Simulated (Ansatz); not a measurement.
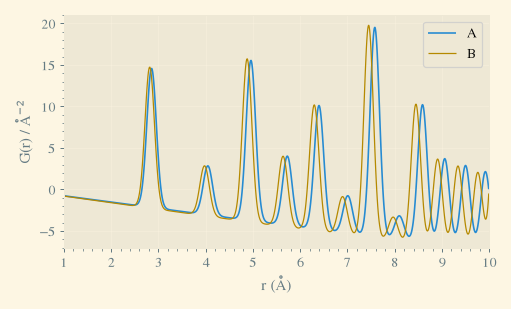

Computed X-ray G(r), with each pair weighted by the product of the atomic numbers (X-ray weights at Q = 0) and a uniform peak width σ = 0.10 Å. There is no Q-range truncation. Both curves are of Al in space group Fm-3m, for two cells of different size. A: the input geometry of an electronic-structure calculation (not necessarily at equilibrium); B: the input geometry of an electronic-structure calculation (not necessarily at equilibrium).

How does the volume of B compare with that of A?

Answer. Cell A is larger: the volume of B is 4.8 % below that of A (16.61 and 15.82 Å³ per atom), a mean linear change of -1.6 %. The shortest distance is 2.864 Å in A and 2.818 Å in B.

Give both cells.

Answer. Cell A: a = 4.050 Å, b = 4.050 Å, c = 4.050 Å, α = 90.00°, β = 90.00°, γ = 90.00°
Cell B: a = 3.985 Å, b = 3.985 Å, c = 3.985 Å, α = 90.00°, β = 90.00°, γ = 90.00°
